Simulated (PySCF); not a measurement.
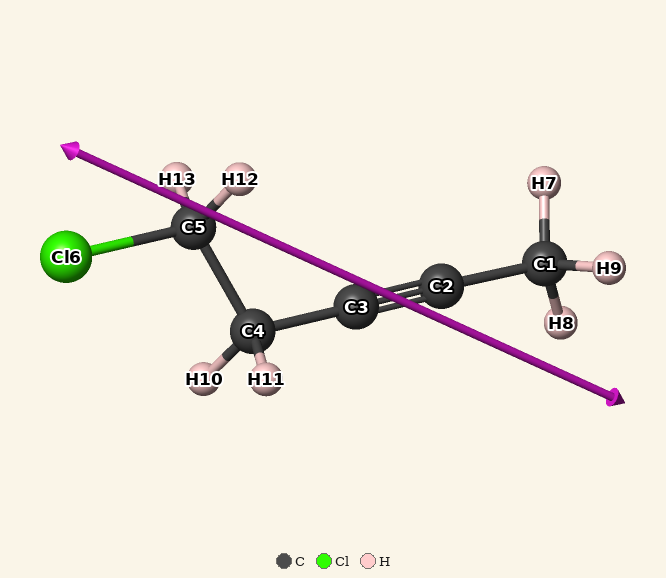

The double arrow shows the direction of the transition dipole to excited singlet state 2 (its length means nothing). Computed geometry: GFN2-xTB optimisation. No frequency run is at hand to confirm it as a minimum. Level of theory: TDDFT CAM-B3LYP/def2-SVPD, vertical, gas phase, core orbitals frozen in the response (PySCF 2.14.0).

**Where does the transition lie, and how strong is it?**

6.80 eV (182 nm), oscillator strength 0.028, of mixed character, with the largest part HOMO−1 → LUMO (weight 0.45); transition dipole 1.05 D.
